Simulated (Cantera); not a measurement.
A closed system holds: 1 mol CH₃F, 0.074 mol F₂, equilibrated at 2475 K.

Method: chemical equilibrium by Gibbs-energy minimisation in Cantera with the NASA 1993 tables (ideal gas, pure condensed phases). Candidate condensed phases: C, C₆H₆, C₇H₈, C₈H₁₈; 95 gas species. The numbers say what is thermodynamically allowed, not how fast it happens.

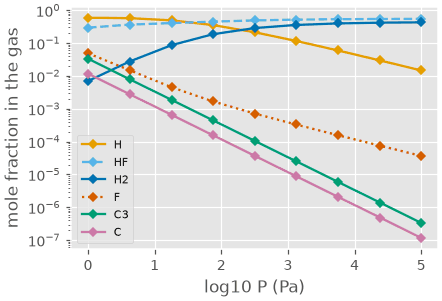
*Equilibrium gas composition (values under 1e-9 drawn at 1e-9)*

From 1.00 Pa to 1.00 bar the condensed part is C(graphite). The main C-bearing gas is C₃ at 1.00 Pa and C₂H₂ (acetylene) at 1.00 bar.
